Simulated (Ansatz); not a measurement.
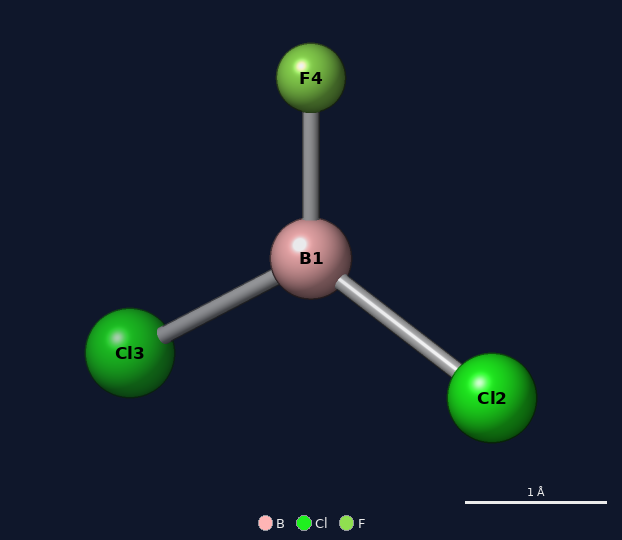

Orthographic view. Atoms fade into the background with distance from the viewer. The computed structure is the end point of a PBE0-D4/def2-TZVP optimisation.

Write a Z-matrix (Å, degrees) in the order of the atom numbers, with these reference atoms: 2 to 1; 3 to 1, 2; 4 to 1, 3, 2.

```
B  
Cl   1   1.739
Cl   1   1.739   2   121.5
F    1   1.310   3   119.3   2   180.0
```
